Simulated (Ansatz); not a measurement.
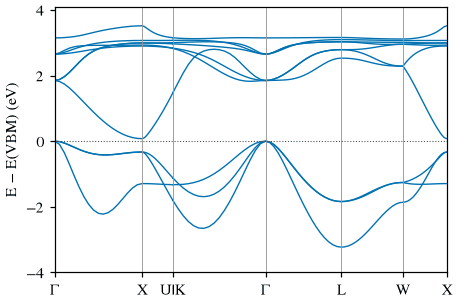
*Band structure from plane-wave PAW r²SCAN (Ansatz code)*

Problem. Read off the gap and where the band edges lie.

Solution. About 0.1 eV (0.08 eV by a search for the band edges); maximum at Γ, minimum at X.

The material is LaAs (rock salt, Fm-3m).

The first step of the workflow began from a Materials Project structure, measured or hypothetical; the Crystallography Open Database files this formula in space group No. 225, but the cells were not matched. Its standing as an ambient phase is unchecked. Symmetry was held in the r²SCAN relaxation; whether a distortion lowers the energy is not shown. Scalar-relativistic: spin–orbit coupling is off unless named, which matters more the heavier the elements.

Potentials: the earlier of the program's two PAW sets.
